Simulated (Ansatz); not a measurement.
# H3OSi (doublet): what the fields show

The calculation's input:

```
crystal:
  periodic: [false, false, false]
  atoms:
    - {symbol: H, position_ang: [-1.053180, -1.107706, -0.841104]}
    - {symbol: Si, position_ang: [-0.024137, 0.487389, 0.383820]}
    - {symbol: O, position_ang: [-0.423043, -1.033831, -0.122737]}
    - {symbol: H, position_ang: [1.096562, 0.307493, 1.345161]}
    - {symbol: H, position_ang: [0.403898, 1.346755, -0.765041]}
basis:
  gaussian: {orbitals: def2-TZVPP}
magnetization: {spin_polarized: true, initial_magnetization: 1}
hamiltonian: {xc: pbe0, dispersion: d4}
output: {orbitals: {seedname: orbitals}}
```

Launched as:

```sh
ansatz run in.yaml --threads 2 --pin off --events-out ev --progress --plain --max-ram 4352MiB
```

The product side of a reaction path; geometry: PBE0-D4/def2-TZVP.

Level of theory: UKS PBE0-D4/def2-TZVPP in Ansatz.

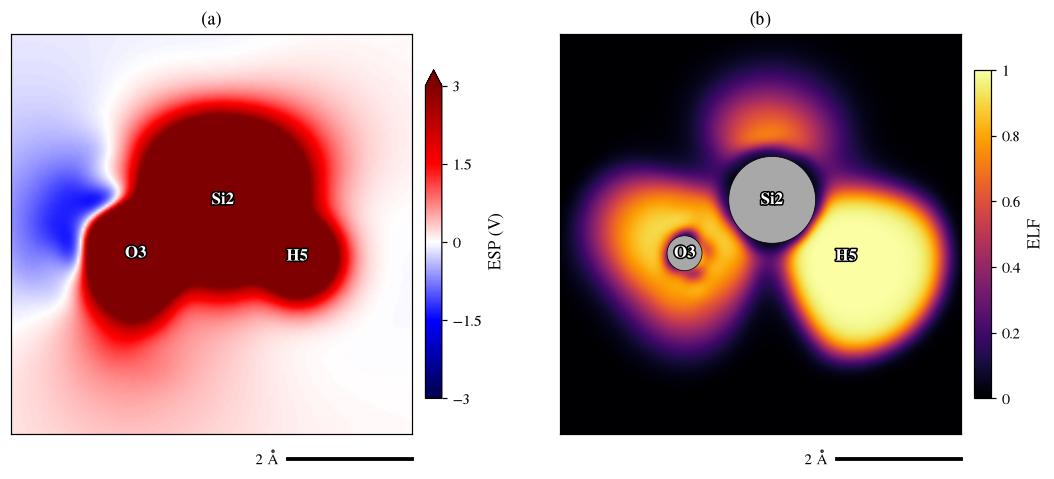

Figure 1. (a) molecular electrostatic potential; (b) electron localisation function on the plane of atoms O3, Si2 and H5. Grey discs cover the atomic cores in the ELF map.

**Read the bonding off the picture.**

The section cuts through Si, O and H sites. Si–O (1.65 Å): the ELF peaks at about 0.85 between the atoms (a polar covalent bond). Si–H (1.50 Å): the ELF climbs to about 1 towards the hydrogen, as it does in any bond to H. The ELF also peaks beside O3, away from the bonds: non-bonding electrons, paired or unpaired. Outside the dense part of the molecule the potential is most negative (−1.4 V) near O3.

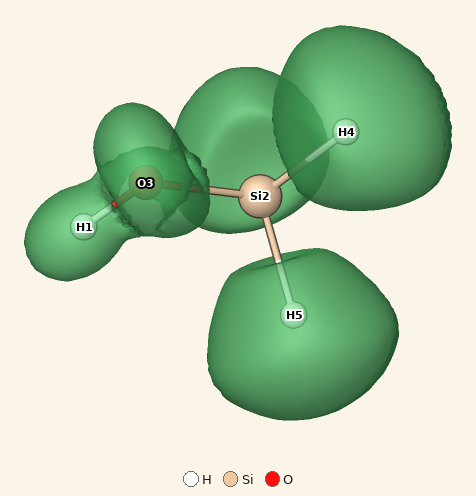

Figure 2. Isosurface of the ELF at 0.8 (green), seen at a tilt. Core shells and regions of very low density are left out.

**What do the ELF domains correspond to?**

The surface consists of two regions around hydrogen nuclei, one lobe on Si, pointing away from the bonds (non-bonding electrons) and one joined region spread over several atoms (H, O), in which their bonds and any lone pairs are merged.


 O–H (0.96 Å): the ELF climbs to about 1 towards the hydrogen; an ordinary covalent bond to hydrogen.

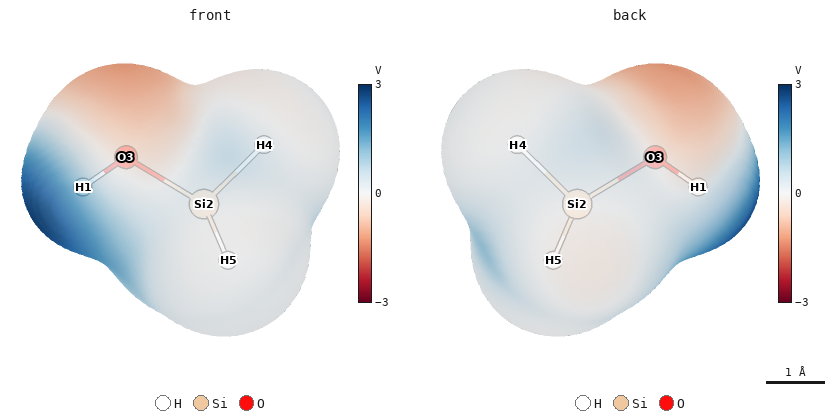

Figure 3. The molecular electrostatic potential painted on the density surface at 0.002 e/bohr³, seen from the front and from behind; red is negative and blue positive.

**Describe the electrostatic potential map.**

The most negative region (about −1.2 V) lies over O3, the most positive (about +2.8 V) over H1. O3 is the likeliest acceptor of a hydrogen bond.
